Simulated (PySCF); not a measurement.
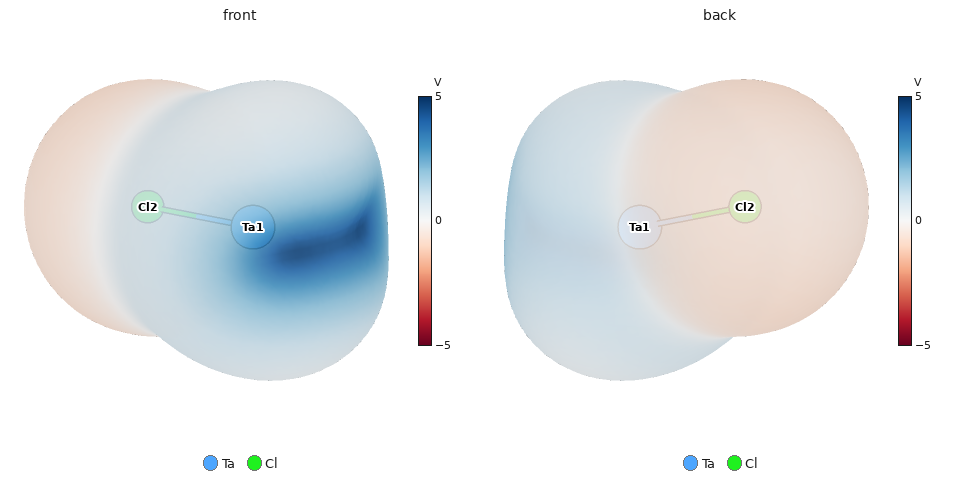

Figure. TaCl (quintet). The electrostatic potential painted on the density surface at 0.002 e/bohr³, seen from the front and from behind; the colour scale runs from red (negative) to blue (positive).

Core potentials replace the inner electrons of Ta.

Computed with PBE0/def2-TZVPPD, non-relativistic Hamiltonian with scalar-relativistic core potentials where named, at a bond length of 2.300 Å (PySCF 2.14.0).

```xyz
2

Ta    0.0000    0.0000   -0.3725
Cl    0.0000    0.0000    1.9275
```

Q: Where is the surface potential most negative and most positive?

A: The most negative region (about −0.7 V) lies over Cl2, the most positive (about +4.5 V) over Ta1.
